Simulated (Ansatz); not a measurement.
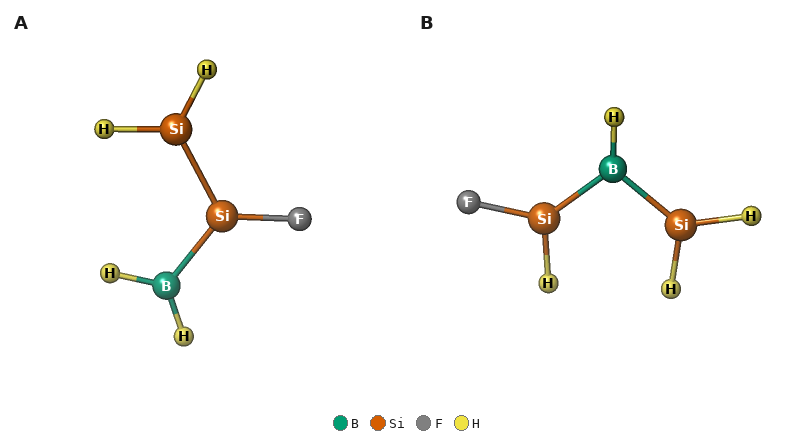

2 stationary structures of one formula. Geometries: PBE0-D4/def2-TZVP. Electronic energies: ωB97M-V/def2-TZVPP (Ansatz 0.2.0), without zero-point energy. No frequency run is at hand to confirm each as a minimum. Each is one conformer, not always the lowest.

> Rank them by energy, lowest first.

B is lowest; A lies 54.8 kJ/mol above it (Cs).
